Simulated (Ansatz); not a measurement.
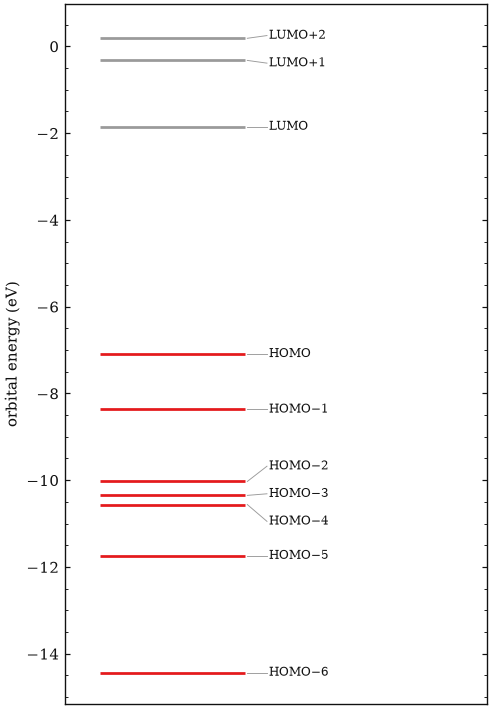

Kohn-Sham orbital energies near the frontier, r2SCANh/def2-TZVPP, the Ansatz code 0.2.0, at a PBE0-D4/def2-TZVP geometry (a minimum by its frequencies), isolated molecule; empty levels in grey, levels within 0.03 eV side by side.

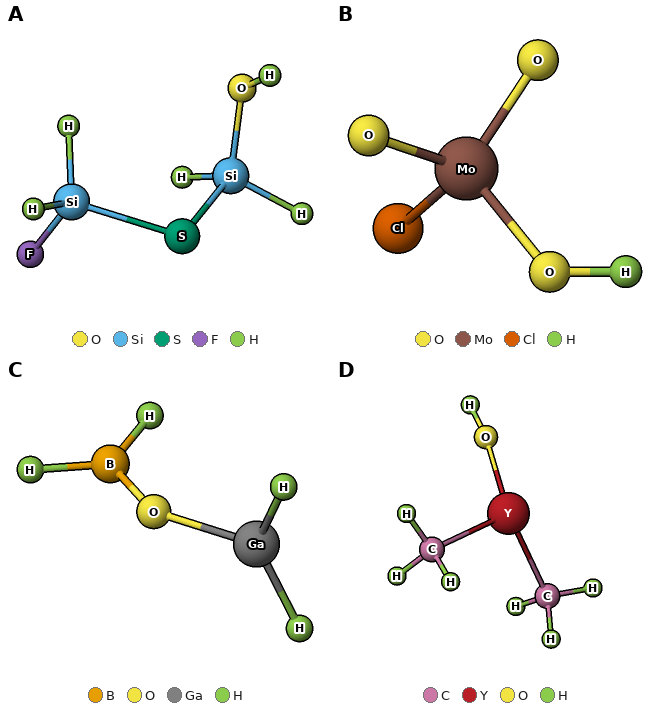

**Which molecule has this level scheme? The candidates are drawn in the second picture.**

Structure C, GaBH₄O, SMILES B[O][GaH2], singlet. HOMO −7.09 eV, LUMO −1.85 eV, separation 5.24 eV.

Known limits of this run: no scalar relativity up to krypton; empty levels above zero depend strongly on the basis.
